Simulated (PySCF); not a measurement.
| atom | x (Å) | y (Å) | z (Å) |
| --- | --- | --- | --- |
| C | 2.4034 | -0.5563 | 1.6547 |
| C | 1.9866 | -0.6362 | 0.4391 |
| C | 1.5626 | -0.7296 | -0.8239 |
| C | 0.3662 | -0.1983 | -1.3020 |
| Si | -0.8686 | 0.6936 | -0.2353 |
| P | -1.7872 | -0.6127 | 1.3796 |
| P | -2.5069 | 1.3666 | -1.6300 |
| H | 3.0195 | 0.2621 | 2.0010 |
| H | 2.1665 | -1.3018 | 2.4015 |
| H | 2.2078 | -1.2616 | -1.5170 |
| H | 0.1348 | -0.3734 | -2.3442 |
| H | -0.2545 | 1.7948 | 0.5335 |
| H | -0.7152 | -1.4811 | 1.4328 |
| H | -2.4859 | -1.4284 | 0.5060 |
| H | -1.9342 | 2.5956 | -1.8850 |
| H | -3.3025 | 1.8757 | -0.6220 |

Geometry: GFN2-xTB.

Method: UKS B3LYP, pcH-1 on C H P Si, non-relativistic, mean-field spin-orbit, GIAO in PySCF 2.14.0, density-fitted response routines.

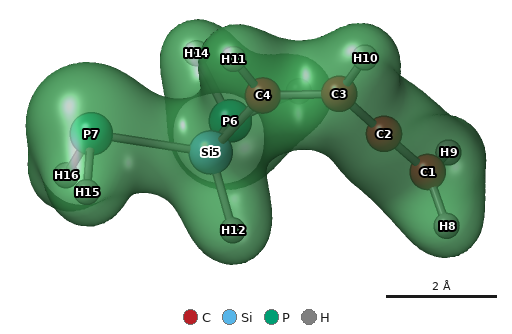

C4H9P2Si (doublet). Isosurface of the electron density at 0.2 e/Å³ (green), seen from one side.

### What does this surface tell about the bonding?

At this value the surface is in one piece. It bridges the sampled C–C (1.29 Å), C–Si (1.86 Å), Si–P (2.25 Å) and C–H (1.08 Å) contacts, where the density stays above the isovalue. On the grid the lowest density along these lines, outside the cores, is 2.4 e/Å³ (C–C, 1.29 Å), 0.82 e/Å³ (C–Si, 1.86 Å), 0.66 e/Å³ (Si–P, 2.25 Å) and 1.9 e/Å³ (C–H, 1.08 Å).
